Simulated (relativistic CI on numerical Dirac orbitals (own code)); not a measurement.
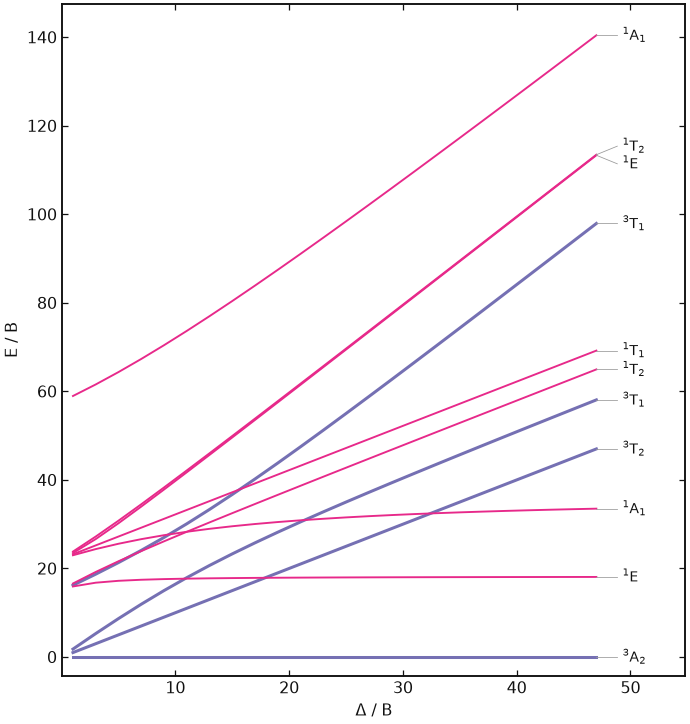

Term energies above the ground term against the cubic field splitting, with B = 960 cm⁻¹, C = 4,900 cm⁻¹. Parametric ligand-field model of a d shell (Racah B and C, crystal field, no spin-orbit coupling), computed by exact diagonalisation. Parity subscripts are left off.

Which d count and geometry does this diagram belong to?

d⁸ in an octahedral field (d² in a tetrahedral field gives the same diagram). The ground term is ³A₂ over the whole range. At Δ/B = 29.0 the lowest spin-allowed transitions from ³A₂ go to ³T₂ at 27,800 cm⁻¹ (359 nm), ³T₁ at 37,800 cm⁻¹ (265 nm) and ³T₁ at 60,200 cm⁻¹ (166 nm).
